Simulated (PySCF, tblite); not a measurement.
# C₆H₁₃N₃Si: geometry, infrared bands and NMR shifts

Wanted: the infrared bands and NMR shifts of C₆H₁₃N₃Si (`CCc1ncn([SiH](C)C)n1`), by calculation.

Programs: tblite 0.8.0 and PySCF 2.14.0, with density-fitted response routines of our own. Each step states its level of theory. These are calculated values for one molecule in the gas phase, unless marked as measured. Atoms count from 0, in the outputs and in this text.

### 1 Starting geometry

23 atoms, charge 0, multiplicity 1; geometry from: force field or distance geometry start.

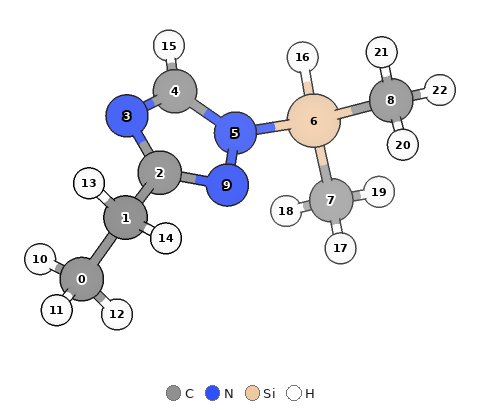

The starting geometry (carbon grey, nitrogen blue, silicon light orange, hydrogen white), atoms numbered; sticks join atoms by distance.

### 2 Geometry optimisation with GFN2-xTB

Job settings and geometry (Å):

```
{"job": {"kind": "relax", "xc": "GFN2-xTB", "basis": "xTB"}, "charge": 0, "multiplicity": 1}
C      3.575900    -0.203900    -1.190900
C      2.869700     0.844000    -0.334600
C      1.627000     0.320900     0.276200
N      1.593100    -0.329000     1.466600
C      0.319100    -0.622200     1.642700
N     -0.388700    -0.148800     0.569800
Si    -2.123000    -0.304300     0.364000
C     -2.510800    -1.295600    -1.148500
C     -2.927300     1.360800     0.301800
N      0.417400     0.460800    -0.311200
H      3.819100    -1.094900    -0.609300
H      4.488300     0.204500    -1.607700
H      2.920900    -0.513800    -2.010600
H      3.557500     1.152900     0.473900
H      2.659800     1.739700    -0.924800
H     -0.116400    -1.145900     2.487800
H     -2.676100    -1.032900     1.548600
H     -2.143900    -0.811500    -2.054400
H     -2.063400    -2.291300    -1.094400
H     -3.592500    -1.429000    -1.259000
H     -2.574500     1.949300    -0.550600
H     -2.723500     1.940600     1.209800
H     -4.012300     1.276600     0.220200
```

The run is started by

```bash
$ OMP_NUM_THREADS=1 python probes_run.py task.json out
```

This one command runs all jobs of the session in turn.

The log of the run:

```text
step      E/eV     max force
  0    -816.07724    2.400
  1    -816.20996    0.831
  2    -816.23853    0.404
  3    -816.25609    0.310
  4    -816.26461    0.253
  5    -816.27201    0.265
  6    -816.27919    0.245
  7    -816.28591    0.237
  8    -816.29026    0.191
  9    -816.29276    0.138
 10    -816.29447    0.131
 11    -816.29598    0.121
 12    -816.29714    0.063
 13    -816.29797    0.059
 14    -816.29865    0.066
 15    -816.29924    0.076
 16    -816.29975    0.058
 17    -816.30029    0.063
 18    -816.30100    0.064
 19    -816.30195    0.073
 20    -816.30295    0.074
 21    -816.30380    0.067
 22    -816.30460    0.066
 23    -816.30566    0.071
 24    -816.30727    0.106
 25    -816.30936    0.124
 26    -816.31150    0.114
 27    -816.31339    0.096
 28    -816.31499    0.077
 29    -816.31621    0.085
 30    -816.31696    0.057
 31    -816.31739    0.048
 32    -816.31774    0.038
 33    -816.31814    0.061
 34    -816.31854    0.059
 35    -816.31884    0.036
 36    -816.31909    0.031
 37    -816.31932    0.037
 38    -816.31955    0.045
 39    -816.31975    0.034
 40    -816.31990    0.030
 41    -816.32004    0.026
 42    -816.32016    0.029
 43    -816.32027    0.024
 44    -816.32037    0.027
 45    -816.32048    0.031
 46    -816.32061    0.033
 47    -816.32072    0.027
 48    -816.32083    0.024
 49    -816.32093    0.028
 50    -816.32104    0.025
 51    -816.32115    0.026
 52    -816.32124    0.020
 53    -816.32133    0.028
 54    -816.32146    0.037
 55    -816.32164    0.038
 56    -816.32186    0.035
 57    -816.32203    0.027
 58    -816.32214    0.027
 59    -816.32224    0.030
 60    -816.32234    0.025
 61    -816.32245    0.024
 62    -816.32253    0.015
 63    -816.32258    0.013
 64    -816.32262    0.015
 65    -816.32266    0.015
 66    -816.32271    0.016
 67    -816.32277    0.018
 68    -816.32281    0.016
 69    -816.32285    0.017
 70    -816.32289    0.014
 71    -816.32293    0.017
 72    -816.32297    0.014
 73    -816.32301    0.013
 74    -816.32304    0.014
 75    -816.32306    0.011
 76    -816.32309    0.013
 77    -816.32312    0.012
 78    -816.32315    0.014
 79    -816.32318    0.014
 80    -816.32321    0.011
 81    -816.32325    0.015
 82    -816.32329    0.014
 83    -816.32332    0.016
 84    -816.32335    0.017
 85    -816.32339    0.017
 86    -816.32345    0.025
 87    -816.32353    0.027
 88    -816.32359    0.019
 89    -816.32363    0.013
 90    -816.32367    0.015
 91    -816.32370    0.016
 92    -816.32373    0.010
 93    -816.32375    0.006
```

Run time: 0.88 s. Hardware: 1 thread of Arm Neoverse V1, shared host.

Step by step: (not every step is listed)

| step | energy from step 0 (eV) | largest force (eV/Å) |
| --- | --- | --- |
| 0 | 0.0000 | 2.4000 |
| 1 | -0.1327 | 0.8311 |
| 2 | -0.1613 | 0.4038 |
| 3 | -0.1789 | 0.3096 |
| 4 | -0.1874 | 0.2531 |
| 5 | -0.1948 | 0.2654 |
| 6 | -0.2020 | 0.2447 |
| 7 | -0.2087 | 0.2366 |
| 8 | -0.2130 | 0.1914 |
| 16 | -0.2225 | 0.0582 |
| 24 | -0.2300 | 0.1057 |
| 32 | -0.2405 | 0.0381 |
| 40 | -0.2427 | 0.0295 |
| 48 | -0.2436 | 0.0237 |
| 56 | -0.2446 | 0.0345 |
| 64 | -0.2454 | 0.0154 |
| 72 | -0.2457 | 0.0139 |
| 80 | -0.2460 | 0.0114 |
| 88 | -0.2464 | 0.0192 |
| 89 | -0.2464 | 0.0135 |
| 90 | -0.2464 | 0.0152 |
| 91 | -0.2465 | 0.0158 |
| 92 | -0.2465 | 0.0104 |
| 93 | -0.2465 | 0.0064 |

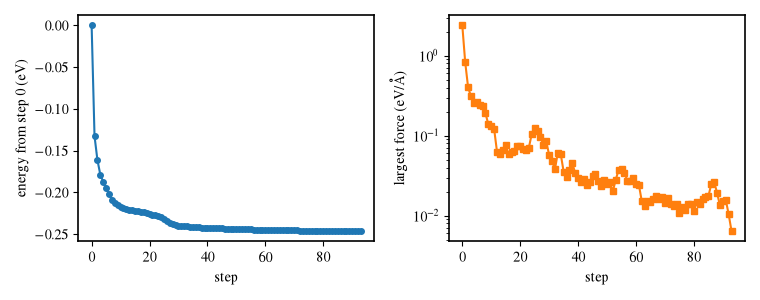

Energy and force, step by step.

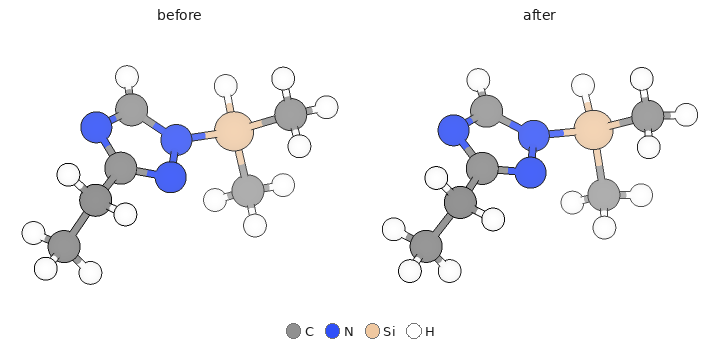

The geometry before (left) and after (right).

Distances of close pairs at the start and the end, largest changes first:

| bond | before (Å) | after (Å) | change (Å) |
| --- | --- | --- | --- |
| Si6–C7 | 1.850 | 1.896 | +0.046 |
| Si6–C8 | 1.850 | 1.895 | +0.044 |
| C2–N9 | 1.352 | 1.311 | -0.041 |
| Si6–H16 | 1.497 | 1.469 | -0.027 |
| C4–N5 | 1.370 | 1.347 | -0.022 |
| C4–H15 | 1.085 | 1.070 | -0.015 |
| N5–Si6 | 1.753 | 1.768 | +0.015 |
| N3–C4 | 1.319 | 1.305 | -0.015 |

The end geometry stands in the next job.

### 3 Infrared spectrum with GFN2-xTB

Job settings and geometry (Å):

```
{"job": {"kind": "ir", "xc": "GFN2-xTB", "basis": "xTB"}, "charge": 0, "multiplicity": 1}
C      3.470021    -0.206044    -1.175849
C      2.737462     0.887332    -0.397223
C      1.543439     0.327271     0.285268
N      1.616338    -0.385276     1.441579
C      0.374930    -0.711449     1.674892
N     -0.445489    -0.231760     0.719925
Si    -2.186302    -0.340761     0.429092
C     -2.415786    -1.301065    -1.189285
C     -2.839111     1.433545     0.304581
N      0.319580     0.435930    -0.172057
H      3.785502    -0.997195    -0.500076
H      4.347359     0.205382    -1.669409
H      2.813613    -0.634121    -1.930150
H      3.404866     1.307342     0.356900
H      2.411121     1.676987    -1.075034
H      0.023234    -1.282801     2.508912
H     -2.674414    -1.070429     1.607214
H     -1.884969    -0.810093    -2.000840
H     -2.031527    -2.314468    -1.111476
H     -3.463453    -1.364059    -1.465815
H     -2.306278     1.978476    -0.470375
H     -2.708818     1.976578     1.236479
H     -3.896071     1.447663     0.058107
```

The log of the run:

```text
mode    cm-1     km/mol
  1      15.1      0.18
  2      21.6      0.20
  3      65.7      0.12
  4      89.3      0.11
  5     104.1      0.02
  6     120.3      0.12
  7     138.2      3.44
  8     164.5      1.39
  9     199.3      3.02
 10     215.5      3.96
 11     243.3     10.88
 12     342.2      4.76
 13     383.5      3.84
 14     453.9     42.45
 15     603.5     95.96
 16     632.4     10.16
 17     654.3     48.72
 18     690.5     12.32
 19     713.5     45.46
 20     739.0      9.11
 21     768.0      4.21
 22     797.2      1.46
 23     817.5      3.80
 24     826.3      0.90
 25     838.0    224.12
 26     838.6    115.46
 27     858.9    275.59
 28     996.6     15.13
 29    1023.0      5.10
 30    1035.2     23.87
 31    1074.2      3.47
 32    1082.4      9.18
 33    1123.0     70.09
 34    1212.4     48.12
 35    1230.6      1.60
 36    1306.6     34.13
 37    1328.0    118.26
 38    1357.7     77.64
 39    1365.4     25.54
 40    1368.0     11.94
 41    1401.1      0.67
 42    1450.3      1.83
 43    1466.9      0.56
 44    1471.5      0.63
 45    1472.4      0.04
 46    1477.3      1.34
 47    1479.2     56.18
 48    1495.7      3.03
 49    1503.8      7.41
 50    1548.3    157.67
 51    2215.0    308.81
 52    2988.0     19.45
 53    2997.2     20.62
 54    3032.9     60.39
 55    3033.1     11.21
 56    3035.3     12.44
 57    3036.9     33.18
 58    3037.2     23.83
 59    3039.7     13.70
 60    3044.5     24.68
 61    3049.5      0.29
 62    3052.3     49.09
 63    3180.1     25.00
```

Wall time 1.2 s (1 thread of Arm Neoverse V1, shared host).

The strongest bands and the atoms that carry them (share of the mass-weighted mode):

| cm⁻¹ | km/mol | atoms |
| --- | --- | --- |
| 604 | 96.0 | H16 83 % |
| 838 | 224.1 | Si6 27 %, H21 22 %, H18 16 %, C8 12 % |
| 839 | 115.5 | H17 21 %, H20 20 %, H18 16 %, H21 11 % |
| 859 | 275.6 | H22 21 %, H19 20 %, Si6 11 % |
| 1328 | 118.3 | N5 23 %, C4 16 %, C2 16 %, H13 14 % |
| 1358 | 77.6 | N3 25 %, N5 23 %, C2 22 %, C4 16 % |
| 1548 | 157.7 | C2 51 %, N9 19 %, C4 11 %, N3 10 % |
| 2215 | 308.8 | H16 97 % |

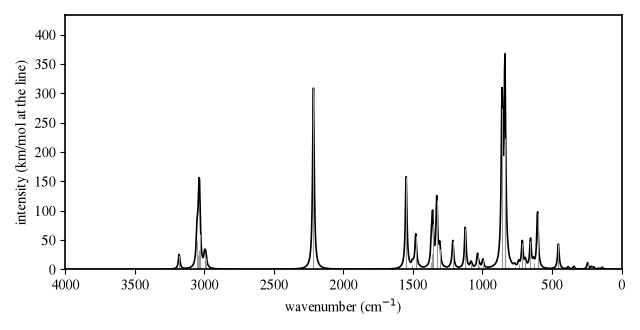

The infrared spectrum from these modes, unscaled. Lines are broadened to a width of 14 cm⁻¹ (Lorentzian).

### 4 Nuclear shieldings: PBE0/pcSseg-1

Same as in step 3 but for these lines:

```diff
@@ -1,2 +1,2 @@
-{"job": {"kind": "ir", "xc": "GFN2-xTB", "basis": "xTB"}, "charge": 0, "multiplicity": 1}
+{"job": {"kind": "nmr", "xc": "PBE0", "basis": "pcSseg-1"}, "charge": 0, "multiplicity": 1}
 C      3.470021    -0.206044    -1.175849
```

Method: GIAO PBE0/pcSseg-1 NMR shielding, non-relativistic, gas phase.

The log of the run:

```text
coarse grid: 19392 points
cycle   1  E = -689.4635323889  dE =  1.400e+00  |g| = 6.010e-01  |ddm| = 4.317e+00
cycle   2  E = -689.4056061467  dE =  5.793e-02  |g| = 7.936e-01  |ddm| = 1.118e+00
cycle   3  E = -689.5474928189  dE = -1.419e-01  |g| = 1.646e-01  |ddm| = 6.687e-01
cycle   4  E = -689.5527478952  dE = -5.255e-03  |g| = 5.246e-02  |ddm| = 1.445e-01
cycle   5  E = -689.5532902749  dE = -5.424e-04  |g| = 1.951e-02  |ddm| = 5.061e-02
cycle   6  E = -689.5533660528  dE = -7.578e-05  |g| = 6.443e-03  |ddm| = 1.914e-02
cycle   7  E = -689.5533750625  dE = -9.010e-06  |g| = 1.467e-03  |ddm| = 6.320e-03
final grid: 181992 points
cycle   8  E = -689.6077787182  dE = -4.794e-05  |g| = 9.398e-03  |ddm| = 3.286e-02
cycle   9  E = -689.6077724190  dE =  6.299e-06  |g| = 1.094e-02  |ddm| = 1.582e-02
cycle  10  E = -689.6077999302  dE = -2.751e-05  |g| = 1.139e-03  |ddm| = 8.144e-03
cycle  11  E = -689.6078001806  dE = -2.503e-07  |g| = 3.415e-04  |ddm| = 9.631e-04
cycle  12  E = -689.6078001997  dE = -1.914e-08  |g| = 1.581e-04  |ddm| = 3.380e-04
cycle  13  E = -689.6078002048  dE = -5.034e-09  |g| = 4.835e-05  |ddm| = 1.482e-04
cycle  14  E = -689.6078002053  dE = -5.136e-10  |g| = 1.236e-05  |ddm| = 4.889e-05
converged SCF energy = -689.6078002053

GIAO shielding tensors (ppm)
atom      isotropic    diamagn.    paramagn.     s11        s22        s33       span
  0 C      168.608     245.938     -77.330    158.491    161.174    186.160     27.669
  1 C      160.256     247.856     -87.600    149.919    156.767    174.081     24.162
  2 C       11.787     262.632    -250.844    -61.100      0.041     96.421    157.521
  3 N      -24.779     338.969    -363.748   -198.924    -93.498    218.086    417.009
  4 C       32.953     254.280    -221.327    -45.549     35.949    108.460    154.009
  5 N       27.212     335.875    -308.663    -72.342     16.930    137.048    209.389
  6 Si     356.196     883.322    -527.126    324.552    357.143    386.892     62.340
  7 C      187.394     255.170     -67.776    178.872    189.295    194.016     15.145
  8 C      187.949     254.547     -66.599    179.454    190.127    194.264     14.810
  9 N      -57.177     332.491    -389.668   -263.253    -77.096    168.819    432.072
 10 H       30.159      29.237       0.921     25.516     29.346     35.614     10.097
 11 H       30.397      26.417       3.980     26.309     26.929     37.954     11.645
 12 H       30.608      30.828      -0.220     25.955     30.104     35.765      9.810
 13 H       28.801      29.827      -1.027     24.886     27.168     34.348      9.462
 14 H       28.797      31.696      -2.899     24.079     28.509     33.801      9.722
 15 H       23.769      32.991      -9.222     20.550     23.436     27.321      6.770
 16 H       26.399      30.536      -4.138     22.770     24.963     31.463      8.693
 17 H       30.704      34.081      -3.377     25.732     29.563     36.816     11.084
 18 H       31.398      32.111      -0.714     26.954     28.902     38.337     11.384
 19 H       31.640      28.476       3.164     27.259     28.319     39.340     12.081
 20 H       30.569      33.638      -3.069     25.390     29.492     36.825     11.435
 21 H       31.355      31.140       0.216     26.921     28.680     38.465     11.544
 22 H       31.628      28.110       3.517     27.245     28.344     39.294     12.049
```

It took 71 s on 1 thread of Arm Neoverse V1, shared host; peak memory 1.1 GiB.

Shifts follow as δ = σ(reference) − σ, with reference shieldings (ppm) from runs at the same level and on the same kind of geometry: ¹H TMS 31.72, ¹³C TMS 186.9, ²⁹Si TMS 349.2, ¹⁵N NH3 267.7. The references are single molecules in the gas phase, so shifts against H2O, NH3, PH3, H3PO4 or CFCl3 are not on the usual liquid scales and can be off by tens of ppm. Atoms listed in one row are averaged.

| atoms | environment | σ (ppm) | δ (ppm) | δ scaled to CDCl3 |
| --- | --- | --- | --- | --- |
| C2 | substituted aromatic carbon next to a ring nitrogen | 11.8 | 175.1 | 169.0 |
| C4 | aromatic CH between two ring heteroatoms | 33.0 | 154.0 | 148.4 |
| C1 | sp3 CH2 on an aromatic ring | 160.3 | 26.7 | 24.1 |
| C0 | methyl carbon | 168.6 | 18.3 | 16.0 |
| C7, C8 | methyl carbon bonded to Si | 187.7 | -0.7 | -2.6 |
| H15 | hydrogen on an aromatic CH between two ring heteroatoms | 23.77 | 7.95 | 7.60 |
| H16 | hydrogen on a silicon bonded to 2 C, N | 26.40 | 5.32 | – |
| H13, H14 | hydrogen on an sp3 CH2 on an aromatic ring | 28.80 | 2.92 | 2.86 |
| H10, H11, H12 | hydrogen on a methyl carbon | 30.39 | 1.33 | 1.36 |
| H17, H18, H19, H20, H21, H22 | hydrogen on a methyl carbon bonded to Si | 31.22 | 0.50 | 0.58 |
| N9 | pyridine-type nitrogen of an azole | -57.2 | 324.9 | – |
| N3 | pyridine-type nitrogen of an azole | -24.8 | 292.5 | – |
| N5 | pyrrole-type ring nitrogen | 27.2 | 240.5 | – |
| Si6 | silicon bonded to 2 C, N, H | 356.2 | -7.0 | – |

The scaled column applies a straight-line fit of computed shieldings to shifts measured in CDCl3 (root-mean-square error 0.16 ppm for H, 1.9 ppm for C).

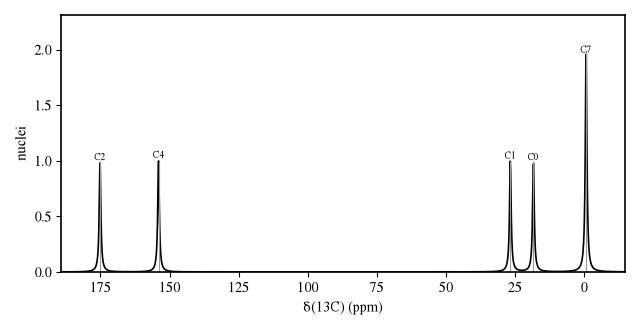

¹³C lines at the computed shifts, without couplings. Lines are broadened to a width of 0.70 ppm (Lorentzian).

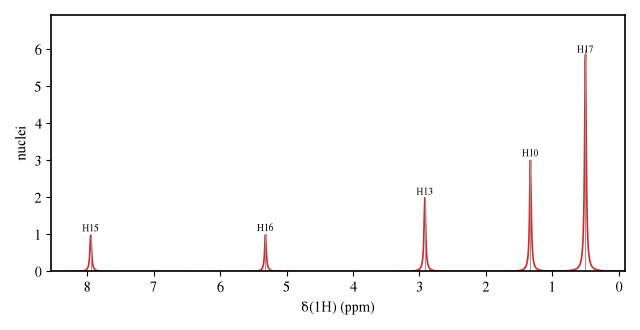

¹H lines at the computed shifts, without couplings. Lines are broadened to a width of 0.03 ppm (Lorentzian).

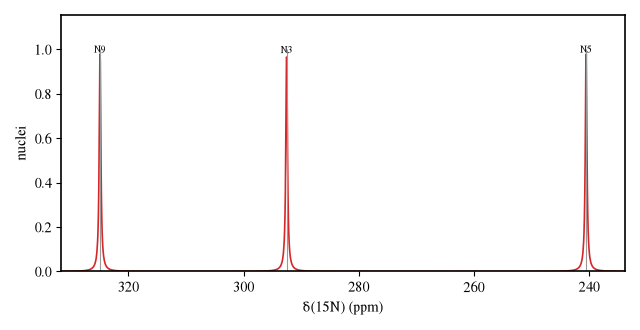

¹⁵N lines at the computed shifts, without couplings. Lines are broadened to a width of 0.34 ppm (Lorentzian).

The run also stored atomic charges by several schemes (e):

| atoms | Mulliken | IAO | Hirshfeld | ESP fit |
| --- | --- | --- | --- | --- |
| C0 | -0.28 | -0.41 | -0.12 | -0.08 |
| C1 | -0.14 | -0.27 | -0.07 | -0.04 |
| C2 | 0.17 | 0.20 | 0.09 | 0.64 |
| N3 | -0.43 | -0.36 | -0.21 | -0.65 |
| C4 | 0.31 | 0.04 | 0.05 | 0.21 |
| N5 | -0.53 | -0.26 | -0.07 | 0.01 |
| Si6 | 0.94 | 1.05 | 0.43 | 0.74 |
| C7, C8 | -0.63 | -0.73 | -0.21 | -0.58 |
| N9 | -0.27 | -0.29 | -0.15 | -0.60 |

ESP fit charges:

C0 -0.08; C1 -0.04; C2 0.64; N3 -0.65; C4 0.21; N5 0.01; Si6 0.74; C7 -0.53; C8 -0.64; N9 -0.60; H10 0.03; H11 0.02; H12 0.03; H13 0.03; H14 0.02; H15 0.11; H16 -0.18; H17 0.15; H18 0.12; H19 0.13; H20 0.17; H21 0.15; H22 0.16

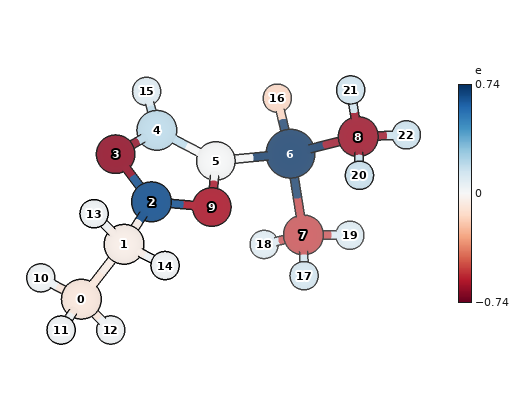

ESP fit charges, as colours on the atoms.

Mayer bond orders: C0–C1 1.05, C1–C2 1.03, C2–N3 1.30, N3–C4 1.61, C4–N5 1.21, N5–Si6 0.71, Si6–C7 0.98, Si6–C8 0.99, N5–N9 1.14, N9–C2 1.57.

Ring of atoms C2, N3, C4, N5, N9: NICS(0) -11.9, NICS(1) -11.8, NICS(1)zz -30.5 ppm (means of both faces).

Orbitals, density, ELF and potential are computed afterwards from the orbital file.

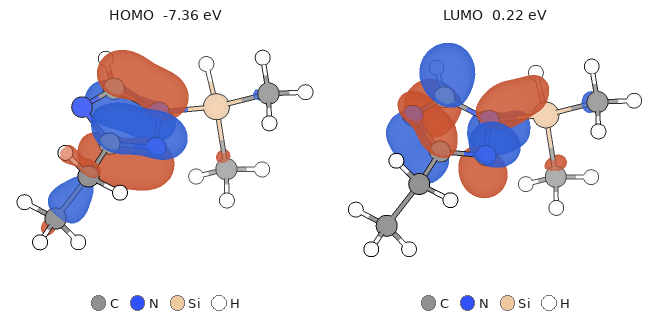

PBE0/pcSseg-1 orbitals near the gap, drawn at the value that encloses 70 % of each; the two colours are the two signs.

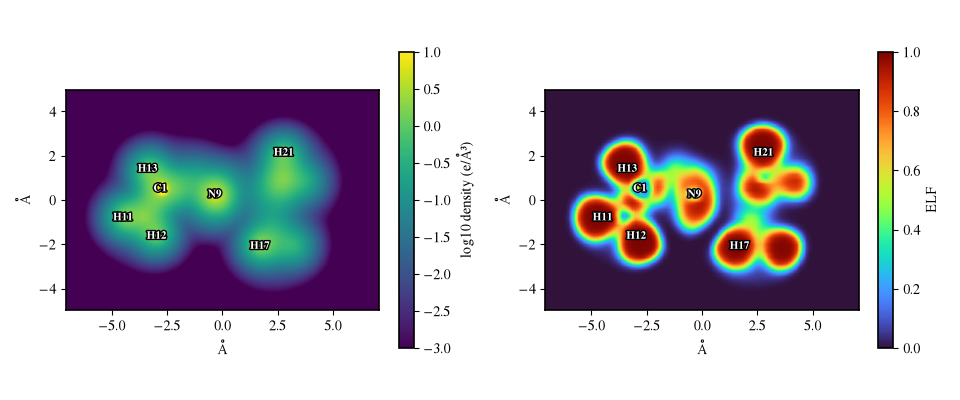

Density (left) and ELF (right) in a plane through or near 7 of the atoms.

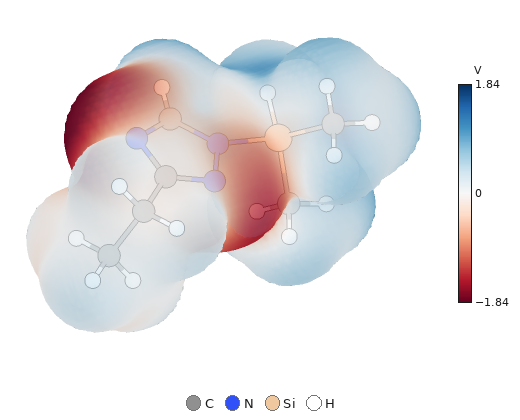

The potential that a unit positive charge feels on the 0.002 e/bohr³ surface, from the 1st to the 99th percentile, from -1.84 V near N3 to 1.23 V near H22.

### 5 Summary of results

| quantity | value |
| --- | --- |
| strongest single infrared mode (GFN2-xTB) | 2215 cm⁻¹, 309 km/mol |
| zero-point energy (GFN2-xTB) | 116.3 kcal/mol |
| ¹³C shifts against TMS (PBE0/pcSseg-1, means over atoms taken as alike) | 175.1, 154.0, 26.7, 18.3, -0.7 ppm |
| ¹H shifts against TMS (PBE0/pcSseg-1, means over atoms taken as alike) | 7.95, 5.32, 2.92, 1.33, 0.50 ppm |
| ¹⁵N shifts against NH3 (PBE0/pcSseg-1) | 324.9, 292.5, 240.5 ppm |
| ²⁹Si shifts against TMS (PBE0/pcSseg-1) | -7.0 ppm |
| surface potential, 1st and 99th percentile | -1.84 V and 1.23 V |

What this shows: Over 93 steps the energy fell by 0.247 eV; of the close pairs, Si6–C7 changed most, 1.850 to 1.896 Å. No mode is imaginary among the 63: a minimum at this level. The strongest single mode, at 2215 cm⁻¹, moves mainly H16. Unscaled tight-binding wavenumbers are off by several per cent, some by more. Its intensities can rank the bands wrongly. NICS(1)zz of -31 ppm above the planar ring from C2 marks a diatropic (aromatic) ring current.
